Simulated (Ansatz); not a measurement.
Single-point calculation of Si$_{2}$H$_{6}$SO

Si$_{2}$H$_{6}$SO, computed with RKS PBE0-D4/def2-TZVPP (Ansatz 0.2.0).

The geometry is the reactant side of a reaction. The reaction was set up to form S2–H4 and to break Si1–S2 and O3–H4 (atoms counted from 1 in the order of the input); sticks are drawn by distance alone. The geometry comes from this level: PBE0-D4/def2-TZVP.

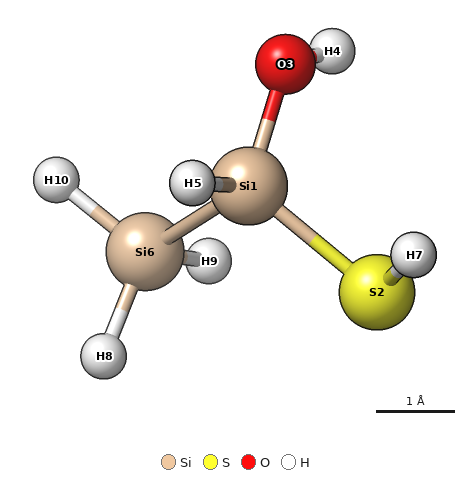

The structure (ball-and-stick view, seen at a tilt; atoms are numbered from 1 in the order of the input). Bond lengths as drawn: H–O 0.96 Å, H–S 1.34 Å, H–Si 1.48 to 1.49 Å, O–Si 1.65 Å, Si–Si 2.35 Å and S–Si 2.14 Å.

## Key numbers

```tsv
quantity	value
outcome	converged
total energy	−28726.7774 eV
mean-field energy	−28726.5661 eV
dispersion energy	−0.2112 eV
SCF solution under orbital rotations	stable
HOMO	−7.69 eV
LUMO	−0.34 eV
hardware	4 threads of Arm Neoverse V1, 23 GiB of memory available, shared host
wall time	3.2 s (CPU time 12 s)
peak memory	0.62 GiB
```

## Input file
```yaml
crystal:
  periodic: [false, false, false]
  atoms:
    - {symbol: Si, position_ang: [0.245723, 0.665629, -0.201167]}
    - {symbol: S, position_ang: [1.601327, -0.311192, -1.538371]}
    - {symbol: O, position_ang: [-0.991507, 1.425029, -0.982693]}
    - {symbol: H, position_ang: [-1.493164, 0.904252, -1.612913]}
    - {symbol: H, position_ang: [0.939863, 1.761389, 0.516146]}
    - {symbol: Si, position_ang: [-0.474228, -1.038008, 1.241633]}
    - {symbol: H, position_ang: [2.077381, 0.824859, -2.077663]}
    - {symbol: H, position_ang: [0.668841, -1.557465, 2.038115]}
    - {symbol: H, position_ang: [-1.057524, -2.156111, 0.449826]}
    - {symbol: H, position_ang: [-1.516712, -0.518381, 2.166988]}
basis:
  gaussian: {orbitals: def2-TZVPP}
hamiltonian: {xc: pbe0, dispersion: d4}
output: {orbitals: {seedname: orbitals}}
```

Launch command:
```bash
ansatz run in.yaml --threads 4 --pin off --events-out ev --progress --plain --max-ram 9574MiB
```

## Output
```
Functional definition: PBE0
  name "PBE0"
  cite "Adamo & Barone, J. Chem. Phys. 110, 6158 (1999) doi:10.1063/1.478522"
  cite "Perdew, Burke & Ernzerhof, Phys. Rev. Lett. 77, 3865 (1996) doi:10.1103/PhysRevLett.77.3865"
  parent pbe
  parameter a = 0.25
  parameter kappa = 0.804
  parameter beta = 0.06672455060314922
  exchange = (1 - a)*pbe_x(kappa = kappa, mu = beta*pi^2/3) + a*exact_x
  correlation = pbe_c(beta = beta)
1402 factors; their error is unknown
mean field evaluation 1: about -28722.0489 eV, gradient 5.2e1 eV
mean field evaluation 2: about -28713.0338 eV, gradient 8.7e1 eV
mean field evaluation 4: about -28726.5012 eV, gradient 3.0e0 eV
mean field evaluation 8: about -28726.5200 eV, gradient 2.7e-2 eV
mean field evaluation 16: about -28726.5661 eV, gradient 1.8e-5 eV
mean field -28726.56610211 eV, -1055.6818326869 hartree, gradient 1.8e-5 eV, S^2 0.000000; 0 other end points of the search recorded, 0 dependent functions left out
reference -28726.56613544 eV, -1055.6818339116 hartree; 29, 29 occupied and 212, 212 virtual orbitals, 1402 factors
Total energy: -28726.77736207 eV, -1055.6895963469 hartree
```

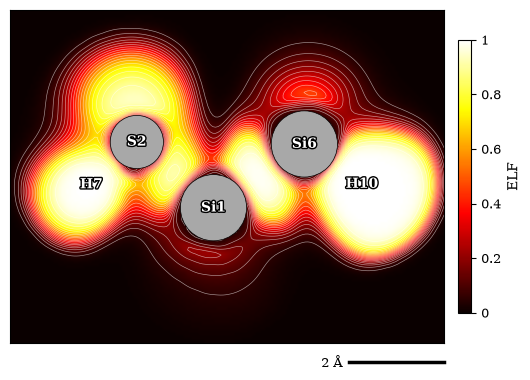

ELF on the plane of atoms Si1, Si6 and H10. Grey discs, where drawn, cover atomic cores. The section cuts through Si, S and H sites. Si–Si (2.35 Å): the ELF peaks at about 1 between the atoms, which marks a covalent bond. S–H (1.34 Å): the ELF climbs to about 1 towards the hydrogen, as it does in any bond to H. Si–H (1.49 Å): the ELF climbs to about 1 towards the hydrogen.

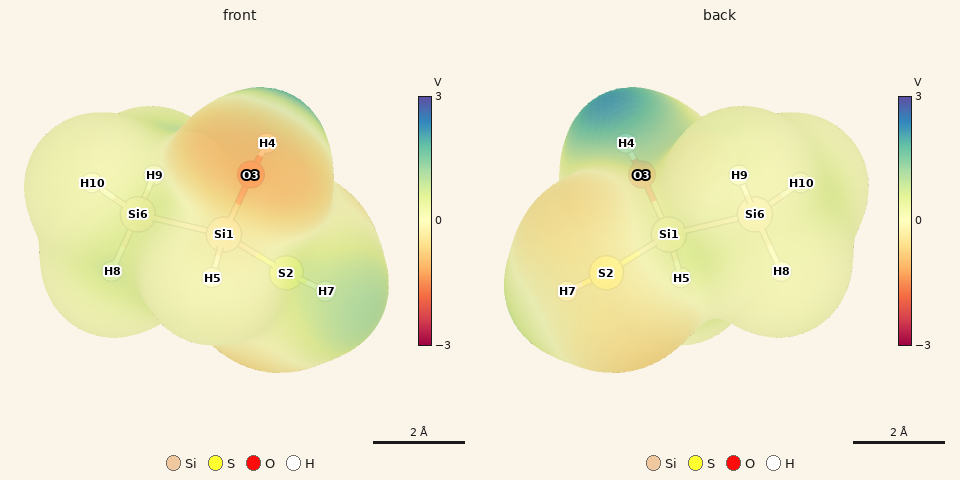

The electrostatic potential painted on the density surface at 0.001 e/bohr³, seen at a tilt and from behind; red is negative and blue positive.

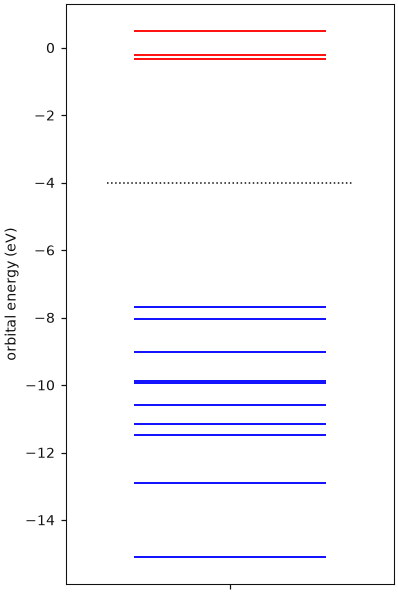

Orbital energies near the frontier; the dotted line parts filled from empty levels, and levels within 0.02 eV of each other stand side by side. Highest filled −7.69 eV, lowest empty −0.34 eV, 7.35 eV apart.
